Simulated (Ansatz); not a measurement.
```xyz
9

Si   -0.1914   -0.4183    0.2392
N     0.1101    1.1009    0.9374
N    -0.0071   -0.2637   -1.4409
H     0.8237    0.1540   -1.8289
H    -1.5171   -1.0477    0.4424
Cl    1.1347   -1.6822    1.2090
H     0.4273    1.1832    1.8880
H    -0.3726    1.9227    0.6143
H    -0.4077   -0.9489   -2.0605
```

The reactant side of a reaction path; geometry: PBE0-D4/def2-TZVP.

These are results of Ansatz, RKS PBE0-D4/def2-TZVPP, not measurements.

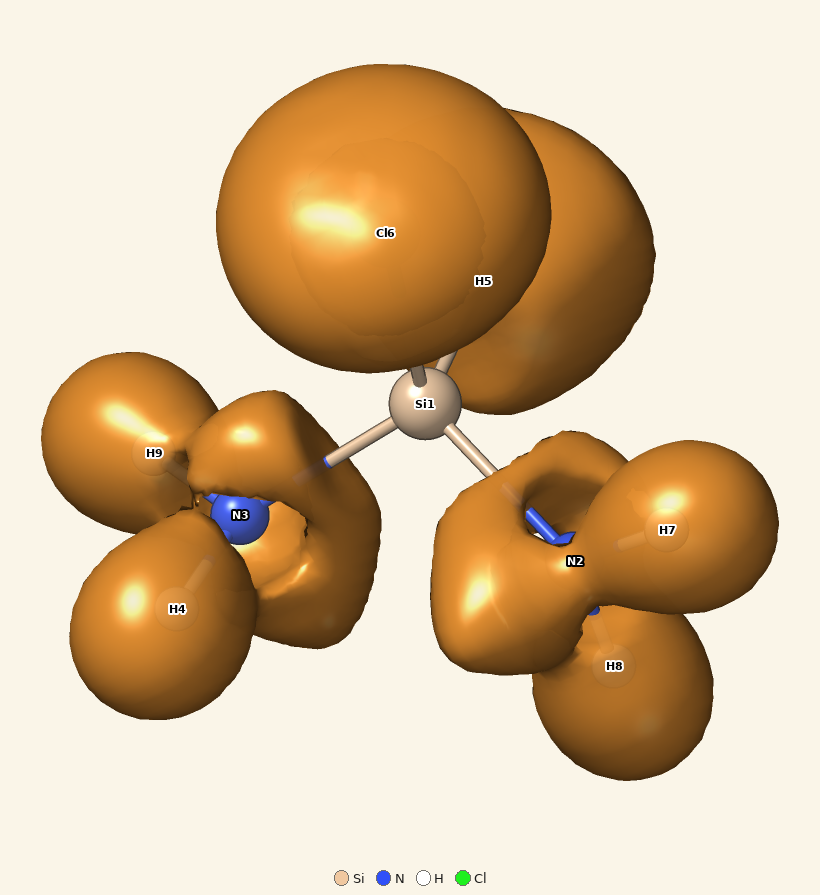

ClH₅N₂Si. Isosurface of the electron localisation function at 0.8 (orange), seen at a tilt. Core shells and regions of very low density are left out.

Question: Describe the localisation domains.

Answer: The ELF exceeds this value in one region around a hydrogen nucleus, one region on Cl in which the atom's valence shell and bonds are merged and two joined regions spread over several atoms (H, N), in which their bonds and any lone pairs are merged. Profiles from the grid: Si–N (1.70 Å): the ELF peaks at about 0.90 between the atoms (a polar covalent bond). Si–Cl (2.07 Å): the ELF peaks at about 0.90 between the atoms, as expected for a polar covalent bond.
